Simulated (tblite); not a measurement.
## C3H10FNSi3: geometry relaxation (part 1 of 2)

C3H10FNSi3, computed with GFN2-xTB geometry optimisation, gas phase (tblite 0.8.0).

It belongs to a series of runs on one base structure; here: SiH2 inserted into a C-F bond.

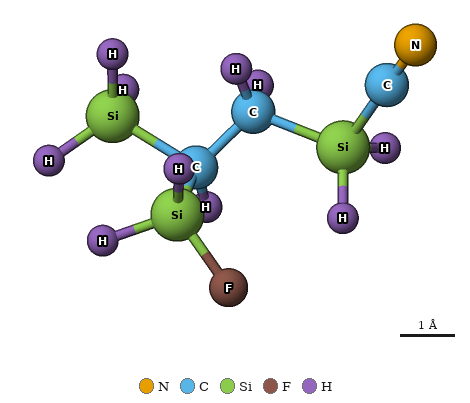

Fig. 1: The input geometry (ball-and-stick view, seen at a tilt).

### Input
```
{"job": {"kind": "relax", "xc": "GFN2-xTB", "basis": "xTB"}, "charge": 0, "multiplicity": 1}
N      4.159100     0.451900     1.359000
C      3.285600    -0.084700     0.760300
Si     1.947600    -0.921900    -0.120300
C      0.630800     0.331200    -0.552300
C     -0.777500    -0.184100    -0.442700
Si    -1.864800     1.287700    -0.932100
Si    -1.276100    -0.673400     1.269100
F     -0.927600    -2.289000     1.614700
H      1.473200    -2.062200     0.650100
H      2.517500    -1.390800    -1.406500
H      0.742900     1.268500     0.057100
H      0.800100     0.639600    -1.592000
H     -0.985600    -1.020300    -1.133900
H     -1.302200     2.435800    -0.225300
H     -1.635700     1.509700    -2.366700
H     -3.271000     1.041400    -0.581800
H     -2.758300    -0.549300     1.318000
H     -0.766600     0.216400     2.313700
```

The first line tells a small driver script what to run in tblite; the rest is the geometry in Å.

Hardware: 1 CPU thread, shared host.

Launch command:
```bash
OMP_NUM_THREADS=1 python <driver script> task.json out
```

### The program's output
```
step      E/eV     max force
  0    -662.50761    5.940
  1    -661.81081   20.447
  2    -662.77588    1.519
  3    -662.80948    0.566
  4    -662.85126    0.874
  5    -662.87627    1.097
  6    -662.92224    0.729
  7    -662.94184    0.314
  8    -662.95472    0.372
  9    -662.96421    0.433
 10    -662.97222    0.264
 11    -662.97897    0.248
 12    -662.98475    0.211
 13    -662.98927    0.247
 14    -662.99320    0.153
 15    -662.99712    0.158
 16    -663.00067    0.161
 17    -663.00333    0.169
 18    -663.00519    0.090
 19    -663.00659    0.086
 20    -663.00783    0.108
 21    -663.00909    0.110
 22    -663.01046    0.107
 23    -663.01195    0.094
 24    -663.01333    0.112
 25    -663.01435    0.112
 26    -663.01502    0.058
 27    -663.01556    0.069
 28    -663.01615    0.082
 29    -663.01686    0.090
 30    -663.01760    0.076
 31    -663.01820    0.056
 32    -663.01861    0.042
 33    -663.01890    0.043
 34    -663.01920    0.043
 35    -663.01960    0.060
 36    -663.02016    0.065
 37    -663.02089    0.074
 38    -663.02173    0.071
 39    -663.02254    0.068
 40    -663.02323    0.074
 41    -663.02382    0.074
 42    -663.02436    0.060
 43    -663.02496    0.055
 44    -663.02568    0.081
 45    -663.02644    0.075
 46    -663.02718    0.068
 47    -663.02799    0.061
 48    -663.02899    0.076
 49    -663.03011    0.097
 50    -663.03106    0.075
 51    -663.03176    0.073
 52    -663.03242    0.062
 53    -663.03326    0.089
 54    -663.03430    0.103
 55    -663.03517    0.070
 56    -663.03572    0.041
 57    -663.03623    0.064
 58    -663.03700    0.090
 59    -663.03820    0.142
 60    -663.03943    0.150
 61    -663.03980    0.205
 62    -663.04079    0.047
 63    -663.04135    0.063
 64    -663.04217    0.117
 65    -663.04284    0.089
 66    -663.04381    0.054
 67    -663.04436    0.043
 68    -663.04472    0.043
 69    -663.04492    0.039
 70    -663.04518    0.041
 71    -663.04556    0.059
 72    -663.04603    0.067
 73    -663.04644    0.075
 74    -663.04670    0.068
 75    -663.04689    0.039
 76    -663.04714    0.041
 77    -663.04751    0.094
 78    -663.04799    0.099
 79    -663.04850    0.208
 80    -663.04899    0.109
 81    -663.04952    0.072
 82    -663.05015    0.067
 83    -663.05080    0.082
 84    -663.05151    0.141
 85    -663.05218    0.056
 86    -663.05304    0.209
 87    -663.05378    0.092
 88    -663.05482    0.054
 89    -663.05523    0.075
 90    -663.05591    0.073
 91    -663.05650    0.085
 92    -663.05754    0.074
 93    -663.05941    0.109
 94    -663.06246    0.133
 95    -663.06570    0.126
 96    -663.06635    0.313
 97    -663.06888    0.119
 98    -663.06986    0.124
 99    -663.07191    0.286
100    -663.07428    0.358
101    -663.07714    0.434
102    -663.07929    0.121
103    -663.08045    0.338
104    -663.08125    0.082
105    -663.08204    0.128
106    -663.08314    0.146
107    -663.08506    0.108
108    -663.08659    0.075
109    -663.08856    0.096
110    -663.08999    0.119
111    -663.09028    0.198
112    -663.09083    0.057
113    -663.09125    0.039
114    -663.09189    0.051
115    -663.09241    0.101
116    -663.09276    0.103
117    -663.09307    0.091
118    -663.09335    0.051
119    -663.09362    0.042
120    -663.09382    0.033
121    -663.09396    0.044
122    -663.09410    0.028
123    -663.09429    0.037
124    -663.09455    0.053
125    -663.09476    0.059
126    -663.09493    0.041
127    -663.09506    0.043
128    -663.09515    0.022
129    -663.09520    0.023
130    -663.09523    0.009
```

### Trajectory as extended XYZ (Å, eV, eV/Å), 27 of the 131 frames kept, from step=0 to step=130
```
18
Properties=species:S:1:pos:R:3:forces:R:3 step=0 energy=-662.50761
N     4.1591    0.4519    1.3590   -3.2970  -1.9940  -2.2810
C     3.2856   -0.0847    0.7603    4.3580   2.6400   3.0540
Si    1.9476   -0.9219   -0.1203   -0.3410  -1.2950  -1.0550
C     0.6308    0.3312   -0.5523    0.4880   1.0450  -0.1380
C    -0.7775   -0.1841   -0.4427   -0.6120  -0.1050  -0.4130
Si   -1.8648    1.2877   -0.9321   -0.3460   0.2150  -0.3740
Si   -1.2761   -0.6734    1.2691   -0.9140  -1.2230   1.2930
F    -0.9276   -2.2890    1.6147   -0.2860   1.6170  -0.2910
H     1.4732   -2.0622    0.6501    0.0480   0.0000   0.1550
H     2.5175   -1.3908   -1.4065    0.0450  -0.0240   0.1910
H     0.7429    1.2685    0.0571   -0.0800  -0.7540  -0.3840
H     0.8001    0.6396   -1.5920    0.0750   0.1330   0.0740
H    -0.9856   -1.0203   -1.1339    0.3530   0.2450   0.1550
H    -1.3022    2.4358   -0.2253   -0.1660   0.1200   0.0880
H    -1.6357    1.5097   -2.3667   -0.1620   0.0010   0.0460
H    -3.2710    1.0414   -0.5818    0.1710   0.1380  -0.1790
H    -2.7583   -0.5493    1.3180    0.4420  -0.4230   0.1440
H    -0.7666    0.2164    2.3137    0.2240  -0.3340  -0.0820
18
Properties=species:S:1:pos:R:3:forces:R:3 step=5 energy=-662.87627
N     4.1550    0.4546    1.3552    0.7060   0.4850   0.4960
C     3.3206   -0.0746    0.7903   -0.7620  -0.5770  -0.5390
Si    1.9645   -0.9600   -0.1525    0.0420  -0.0070   0.0790
C     0.6401    0.3359   -0.5663    0.0250  -0.0110   0.0260
C    -0.8049   -0.1699   -0.4294    0.1100   0.0300  -0.2280
Si   -1.8810    1.3071   -0.9543    0.0480   0.0210  -0.0150
Si   -1.3265   -0.6858    1.3103    0.0560   0.3990  -0.2320
F    -0.9400   -2.2121    1.6084    0.0670  -0.2080   0.1110
H     1.4777   -2.0688    0.6688    0.1120   0.0720   0.0060
H     2.5380   -1.4092   -1.4170    0.1720  -0.1500  -0.0900
H     0.7454    1.2358    0.0479    0.1180  -0.1270   0.0270
H     0.8085    0.6634   -1.6000   -0.0490   0.0130   0.0830
H    -0.9538   -1.0079   -1.1277    0.0240   0.1360   0.1750
H    -1.3266    2.4463   -0.2199   -0.1730   0.0980   0.0070
H    -1.6545    1.5142   -2.3784   -0.1120   0.0550  -0.1600
H    -3.2704    1.0567   -0.6007   -0.1270   0.0950  -0.1160
H    -2.7596   -0.5977    1.3415   -0.4620  -0.2500   0.1850
H    -0.7413    0.1784    2.3121    0.2050  -0.0730   0.1850
18
Properties=species:S:1:pos:R:3:forces:R:3 step=10 energy=-662.97222
N     4.1506    0.4644    1.3581   -0.1950  -0.1390  -0.1110
C     3.3299   -0.0998    0.7874    0.1630   0.1180   0.0320
Si    1.9868   -0.9832   -0.1739    0.0380   0.0050  -0.0360
C     0.6597    0.3262   -0.5672   -0.0630   0.0010   0.0470
C    -0.7993   -0.1369   -0.4414   -0.1370  -0.0450   0.1970
Si   -1.8900    1.3298   -0.9841   -0.0320   0.0330  -0.0430
Si   -1.3641   -0.6393    1.3044    0.0060  -0.0660   0.1280
F    -0.9408   -2.1709    1.6196    0.0050   0.0430  -0.0480
H     1.5099   -2.0605    0.6839    0.0270  -0.0450   0.0140
H     2.5907   -1.4569   -1.4274    0.0320  -0.0420   0.0650
H     0.7900    1.2025    0.0685    0.1120   0.0370   0.0810
H     0.8088    0.6795   -1.5914    0.0910   0.0180  -0.0250
H    -0.9451   -0.9935   -1.1063   -0.0750   0.0320  -0.0260
H    -1.3920    2.4798   -0.2204   -0.0930   0.0310  -0.0800
H    -1.6988    1.5346   -2.4209   -0.0430   0.0500  -0.0080
H    -3.2953    1.0932   -0.6507    0.0200   0.0240  -0.1050
H    -2.8272   -0.6920    1.4041    0.2530   0.0080   0.0240
H    -0.6828    0.1292    2.3461   -0.1090  -0.0630  -0.1050
18
Properties=species:S:1:pos:R:3:forces:R:3 step=15 energy=-662.99712
N     4.1367    0.4570    1.3584   -0.0060  -0.0170  -0.0330
C     3.3356   -0.1035    0.7603    0.0180   0.0470   0.0330
Si    1.9893   -0.9919   -0.1846   -0.0160  -0.0570   0.0000
C     0.6559    0.3263   -0.5509    0.0820  -0.0380  -0.0010
C    -0.8150   -0.1217   -0.4213    0.0870   0.1050  -0.0800
Si   -1.8981    1.3407   -1.0031   -0.0420   0.0370  -0.0030
Si   -1.3609   -0.6438    1.3188    0.0680  -0.0870  -0.0280
F    -0.9296   -2.1725    1.6126    0.0700  -0.0860  -0.0360
H     1.5350   -2.0670    0.6885   -0.0010  -0.0440   0.0120
H     2.6214   -1.4896   -1.4134   -0.0320  -0.0080   0.0040
H     0.8351    1.1922    0.0957   -0.0970  -0.0560  -0.0130
H     0.8251    0.6830   -1.5746   -0.0480   0.0170   0.0620
H    -0.9725   -0.9720   -1.0950   -0.0110   0.0390   0.0230
H    -1.4450    2.5088   -0.2473   -0.0080   0.0670  -0.0340
H    -1.7257    1.5576   -2.4412    0.0380  -0.0080   0.0080
H    -3.3084    1.1115   -0.7039   -0.0570  -0.0450  -0.0420
H    -2.8042   -0.7209    1.4386   -0.0920   0.0340   0.0160
H    -0.6834    0.1121    2.3506    0.0450   0.1010   0.1120
18
Properties=species:S:1:pos:R:3:forces:R:3 step=20 energy=-663.00783
N     4.1354    0.4537    1.3524    0.0790   0.0650   0.0230
C     3.3333   -0.0998    0.7512   -0.0740  -0.0770  -0.0180
Si    1.9906   -1.0080   -0.1832   -0.0360   0.0190   0.0280
C     0.6632    0.3196   -0.5432   -0.0690   0.0310   0.0070
C    -0.8143   -0.1023   -0.4150   -0.0400  -0.0380   0.0160
Si   -1.9105    1.3547   -1.0092    0.0350  -0.0290   0.0310
Si   -1.3444   -0.6573    1.3280   -0.0070   0.0750  -0.0100
F    -0.9047   -2.1916    1.5956    0.0290   0.0580  -0.0380
H     1.5452   -2.0848    0.6942    0.0080  -0.0160  -0.0010
H     2.6245   -1.5074   -1.4081   -0.0300  -0.0160  -0.0280
H     0.8339    1.1784    0.1114    0.0100  -0.0010   0.0350
H     0.8272    0.6916   -1.5601    0.0140   0.0010  -0.0040
H    -0.9877   -0.9497   -1.0885    0.0050   0.0120  -0.0130
H    -1.4720    2.5406   -0.2713   -0.0230   0.0320  -0.0160
H    -1.7245    1.5655   -2.4478    0.0430  -0.0200   0.0120
H    -3.3263    1.1046   -0.7401    0.0160  -0.0350  -0.0150
H    -2.7945   -0.7216    1.4546    0.0420  -0.0090   0.0030
H    -0.6831    0.1201    2.3673   -0.0010  -0.0540  -0.0130
18
Properties=species:S:1:pos:R:3:forces:R:3 step=25 energy=-663.01435
N     4.1391    0.4590    1.3345   -0.0780  -0.0570  -0.0570
C     3.3271   -0.1104    0.7589    0.0530   0.0370   0.0040
Si    1.9800   -1.0153   -0.1772    0.0090  -0.0070  -0.0020
C     0.6565    0.3223   -0.5336    0.0400  -0.0220   0.0220
C    -0.8212   -0.0945   -0.4116    0.0070   0.0380  -0.0070
Si   -1.9125    1.3611   -1.0070   -0.0170   0.0300  -0.0500
Si   -1.3371   -0.6456    1.3304   -0.0140  -0.0270   0.0100
F    -0.8732   -2.1768    1.5662    0.0120  -0.0020  -0.0020
H     1.5547   -2.1035    0.6977   -0.0080   0.0140  -0.0100
H     2.6058   -1.5218   -1.4088   -0.0540   0.0330   0.0340
H     0.8316    1.1691    0.1365    0.0030   0.0150  -0.0220
H     0.8290    0.6993   -1.5482    0.0080   0.0200   0.0430
H    -0.9974   -0.9360   -1.0913    0.0000  -0.0100   0.0170
H    -1.5018    2.5746   -0.2939   -0.0330  -0.0500   0.0050
H    -1.7020    1.5600   -2.4441    0.0340  -0.0110  -0.0050
H    -3.3305    1.0833   -0.7712    0.0420  -0.0040   0.0090
H    -2.7818   -0.7268    1.4687   -0.0270  -0.0020   0.0100
H    -0.6750    0.1085    2.3824    0.0230   0.0060   0.0010
18
Properties=species:S:1:pos:R:3:forces:R:3 step=30 energy=-663.01760
N     4.1355    0.4568    1.3198    0.0590   0.0340   0.0330
C     3.3241   -0.1165    0.7499   -0.0090  -0.0080  -0.0260
Si    1.9724   -1.0203   -0.1707   -0.0560   0.0060  -0.0100
C     0.6577    0.3234   -0.5213   -0.0300   0.0510   0.0010
C    -0.8239   -0.0838   -0.4074    0.0150  -0.0090   0.0070
Si   -1.9124    1.3662   -1.0205    0.0290  -0.0460   0.0070
Si   -1.3378   -0.6427    1.3344    0.0140  -0.0010  -0.0150
F    -0.8527   -2.1703    1.5499   -0.0230  -0.0150   0.0110
H     1.5555   -2.1113    0.6990   -0.0240  -0.0230   0.0330
H     2.5795   -1.5211   -1.4063    0.0050  -0.0140  -0.0650
H     0.8340    1.1702    0.1472    0.0030   0.0120   0.0410
H     0.8360    0.7101   -1.5304    0.0090  -0.0110  -0.0130
H    -1.0011   -0.9285   -1.0844    0.0170   0.0060   0.0210
H    -1.5295    2.5805   -0.3006    0.0000   0.0100   0.0230
H    -1.6762    1.5548   -2.4526    0.0160   0.0080  -0.0380
H    -3.3236    1.0693   -0.7855   -0.0250  -0.0060  -0.0160
H    -2.7820   -0.7317    1.4805   -0.0020  -0.0050   0.0090
H    -0.6641    0.1013    2.3872   -0.0010   0.0100  -0.0030
18
Properties=species:S:1:pos:R:3:forces:R:3 step=35 energy=-663.01960
N     4.1385    0.4559    1.3120   -0.0030  -0.0110  -0.0210
C     3.3263   -0.1170    0.7414   -0.0190  -0.0230  -0.0130
Si    1.9624   -1.0221   -0.1698    0.0580   0.0010   0.0140
C     0.6571    0.3336   -0.5126    0.0170  -0.0250   0.0080
C    -0.8218   -0.0791   -0.4036   -0.0060  -0.0180   0.0170
Si   -1.9092    1.3627   -1.0289   -0.0130   0.0130   0.0030
Si   -1.3363   -0.6431    1.3358   -0.0080   0.0140   0.0240
F    -0.8516   -2.1722    1.5461   -0.0290   0.0020   0.0100
H     1.5484   -2.1156    0.7051    0.0070   0.0450  -0.0250
H     2.5593   -1.5196   -1.4175   -0.0310   0.0030   0.0160
H     0.8341    1.1766    0.1619   -0.0060  -0.0070  -0.0070
H     0.8409    0.7155   -1.5228   -0.0050   0.0310   0.0160
H    -0.9953   -0.9274   -1.0761    0.0300  -0.0060  -0.0100
H    -1.5431    2.5779   -0.2985    0.0020  -0.0080  -0.0050
H    -1.6568    1.5526   -2.4612   -0.0020   0.0020   0.0230
H    -3.3214    1.0603   -0.7980   -0.0060  -0.0040  -0.0400
H    -2.7810   -0.7343    1.4877    0.0240  -0.0010   0.0010
H    -0.6593    0.1016    2.3872   -0.0100  -0.0060  -0.0100
18
Properties=species:S:1:pos:R:3:forces:R:3 step=40 energy=-663.02323
N     4.1482    0.4489    1.2788    0.0220  -0.0030  -0.0020
C     3.3317   -0.1289    0.7199    0.0600   0.0130   0.0030
Si    1.9559   -1.0239   -0.1712   -0.0530   0.0260  -0.0280
C     0.6620    0.3480   -0.4851   -0.0190   0.0140  -0.0140
C    -0.8164   -0.0710   -0.3912    0.0100  -0.0200  -0.0080
Si   -1.9086    1.3572   -1.0433    0.0120  -0.0350   0.0150
Si   -1.3318   -0.6388    1.3454   -0.0130  -0.0260   0.0010
F    -0.8642   -2.1750    1.5414    0.0170  -0.0080   0.0180
H     1.5381   -2.1059    0.7113    0.0050  -0.0090   0.0090
H     2.4971   -1.5238   -1.4405    0.0160  -0.0140   0.0060
H     0.8339    1.1810    0.2025    0.0140  -0.0150   0.0020
H     0.8482    0.7459   -1.4886    0.0050   0.0400   0.0140
H    -0.9654   -0.9256   -1.0610   -0.0270  -0.0070  -0.0210
H    -1.5823    2.5763   -0.3028    0.0050   0.0030   0.0090
H    -1.6131    1.5507   -2.4656    0.0050   0.0090  -0.0040
H    -3.3238    1.0354   -0.8676   -0.0090  -0.0130  -0.0160
H    -2.7699   -0.7452    1.5126   -0.0620   0.0400  -0.0080
H    -0.6482    0.1009    2.3933    0.0120   0.0060   0.0250
18
Properties=species:S:1:pos:R:3:forces:R:3 step=45 energy=-663.02644
N     4.1687    0.4411    1.2562    0.0400  -0.0110  -0.0060
C     3.3506   -0.1360    0.6990   -0.0440  -0.0170  -0.0440
Si    1.9482   -1.0146   -0.1768    0.0690  -0.0160   0.0240
C     0.6607    0.3627   -0.4717    0.0090  -0.0110   0.0120
C    -0.8125   -0.0780   -0.3853   -0.0160   0.0160   0.0060
Si   -1.9064    1.3425   -1.0477   -0.0160   0.0210  -0.0180
Si   -1.3361   -0.6437    1.3545   -0.0080   0.0310  -0.0230
F    -0.8763   -2.1826    1.5534   -0.0050   0.0300   0.0170
H     1.5310   -2.0924    0.7144    0.0150   0.0190  -0.0050
H     2.4588   -1.5285   -1.4533    0.0240  -0.0050   0.0120
H     0.8341    1.1819    0.2312   -0.0400  -0.0110   0.0290
H     0.8514    0.7855   -1.4643   -0.0280   0.0020   0.0020
H    -0.9498   -0.9324   -1.0598   -0.0080   0.0170   0.0270
H    -1.5991    2.5635   -0.2990   -0.0150  -0.0270   0.0090
H    -1.5823    1.5520   -2.4623    0.0100  -0.0010  -0.0020
H    -3.3257    1.0134   -0.9195    0.0110  -0.0130   0.0090
H    -2.7805   -0.7299    1.5201    0.0400   0.0270  -0.0150
H    -0.6436    0.1017    2.3992   -0.0360  -0.0520  -0.0340
18
Properties=species:S:1:pos:R:3:forces:R:3 step=50 energy=-663.03106
N     4.2139    0.4157    1.1994    0.0120  -0.0330  -0.0440
C     3.3802   -0.1478    0.6507    0.0380   0.0380   0.0240
Si    1.9461   -1.0074   -0.1833   -0.0610   0.0180  -0.0260
C     0.6604    0.3836   -0.4361   -0.0180  -0.0120   0.0140
C    -0.8112   -0.0705   -0.3740    0.0080  -0.0070  -0.0130
Si   -1.9094    1.3284   -1.0705    0.0170  -0.0040  -0.0070
Si   -1.3451   -0.6389    1.3578    0.0060  -0.0040   0.0160
F    -0.8867   -2.1758    1.5702   -0.0330  -0.0080  -0.0230
H     1.5307   -2.0711    0.7242    0.0180   0.0010   0.0190
H     2.4010   -1.5448   -1.4701    0.0360   0.0130  -0.0040
H     0.8198    1.1724    0.3046   -0.0120  -0.0190   0.0080
H     0.8479    0.8544   -1.4081    0.0180  -0.0420   0.0230
H    -0.9329   -0.9302   -1.0426    0.0120  -0.0160  -0.0250
H    -1.6569    2.5418   -0.2947   -0.0240   0.0240   0.0260
H    -1.5157    1.5541   -2.4637    0.0000   0.0110  -0.0280
H    -3.3233    0.9632   -1.0177   -0.0090  -0.0120   0.0190
H    -2.7860   -0.6984    1.5356   -0.0260  -0.0020  -0.0300
H    -0.6415    0.0775    2.4067    0.0190   0.0520   0.0510
18
Properties=species:S:1:pos:R:3:forces:R:3 step=55 energy=-663.03517
N     4.2594    0.3899    1.1615    0.0220   0.0070  -0.0260
C     3.3984   -0.1431    0.6254   -0.0120  -0.0280  -0.0180
Si    1.9464   -0.9960   -0.1909    0.0530  -0.0190   0.0420
C     0.6529    0.3857   -0.4195    0.0180   0.0010  -0.0110
C    -0.8141   -0.0785   -0.3753   -0.0040  -0.0040   0.0130
Si   -1.9089    1.3207   -1.0798   -0.0160  -0.0020   0.0150
Si   -1.3531   -0.6330    1.3623   -0.0160   0.0190  -0.0010
F    -0.9176   -2.1750    1.5834   -0.0180   0.0000  -0.0230
H     1.5414   -2.0498    0.7333    0.0070  -0.0170   0.0130
H     2.4071   -1.5440   -1.4734   -0.0100   0.0350   0.0170
H     0.8001    1.1586    0.3398    0.0130   0.0040  -0.0160
H     0.8463    0.8726   -1.3812    0.0160   0.0110   0.0000
H    -0.9224   -0.9395   -1.0460   -0.0060   0.0050   0.0210
H    -1.6811    2.5246   -0.2752   -0.0270  -0.0220  -0.0330
H    -1.4955    1.5623   -2.4681   -0.0210   0.0080   0.0420
H    -3.3214    0.9379   -1.0426    0.0320   0.0100  -0.0020
H    -2.7988   -0.6678    1.5157   -0.0030  -0.0100   0.0010
H    -0.6481    0.0805    2.4190   -0.0270   0.0010  -0.0330
18
Properties=species:S:1:pos:R:3:forces:R:3 step=60 energy=-663.03943
N     4.3421    0.3487    1.0445   -0.0340  -0.0200  -0.0560
C     3.4413   -0.1651    0.5559    0.1240   0.0500   0.0680
Si    1.9397   -0.9919   -0.1812   -0.0630   0.0060   0.0090
C     0.6556    0.4064   -0.3630    0.0030  -0.0180   0.0180
C    -0.8107   -0.0676   -0.3563    0.0390   0.0200   0.0070
Si   -1.9109    1.2999   -1.1071    0.0500  -0.0170   0.0230
Si   -1.3702   -0.6172    1.3744   -0.0300  -0.0400  -0.0280
F    -0.9573   -2.1692    1.5685   -0.0010  -0.0040   0.0020
H     1.5568   -2.0355    0.7641    0.0060  -0.0170   0.0110
H     2.3313   -1.5340   -1.4854    0.0030  -0.0120  -0.0260
H     0.7907    1.1411    0.4338    0.0200   0.0250   0.0300
H     0.8671    0.9462   -1.2909   -0.0020  -0.0240  -0.0550
H    -0.8981   -0.9375   -1.0175    0.0120  -0.0050  -0.0050
H    -1.8006    2.5009   -0.2846    0.0130   0.0660   0.0420
H    -1.4169    1.5764   -2.4566    0.0080   0.0230  -0.0510
H    -3.3013    0.8691   -1.1722   -0.0940  -0.0490   0.0020
H    -2.8142   -0.6415    1.5289   -0.0340   0.0080   0.0050
H    -0.6530    0.0770    2.4332   -0.0190   0.0100   0.0030
```
